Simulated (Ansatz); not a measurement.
Input file:

```
crystal:
  periodic: [false, false, false]
  atoms:
    - {symbol: Ag, position_ang: [0.000000, 0.000000, -1.008957]}
    - {symbol: F, position_ang: [0.000000, 0.000000, 1.008957]}
basis:
  gaussian:
    orbitals: def2-TZVPD
hamiltonian:
  xc: {name: PBE0}
magnetization:
  spin_polarized: true
  initial_magnetization: 2
output:
  forces: true
  orbitals: {seedname: orbitals}
```

Command:

```sh
ansatz run input.yaml --threads 1 --pin off --max-ram 2610MiB --events-out events.jsonl --progress --plain --runs-dir runs
```

Geometry: B3LYP-D3(BJ)/def2-SVP; core potentials replace the inner electrons of Ag.

Method: isolated molecule in a Gaussian basis; Kohn-Sham density functional theory, functional PBE0 in Ansatz.

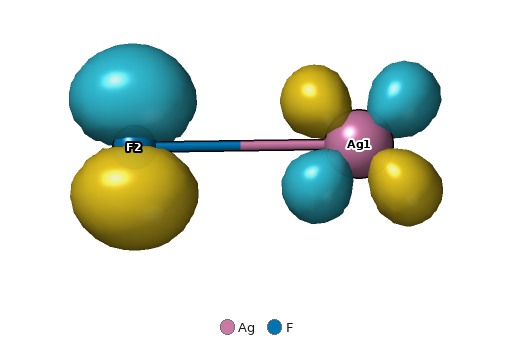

AgF (SMILES [F][Ag]) (triplet). The HOMO (β) at ±0.3 Å⁻³ᐟ² (yellow and cyan are the two phases), seen from one side.

Where does this orbital lie, and at what energy?

Answer. Its weight (Hirshfeld) is mainly on F2 (about 65 %) and Ag1 (about 35 %). It is one of a degenerate set, so its orientation is arbitrary. Its energy is −10.30 eV.
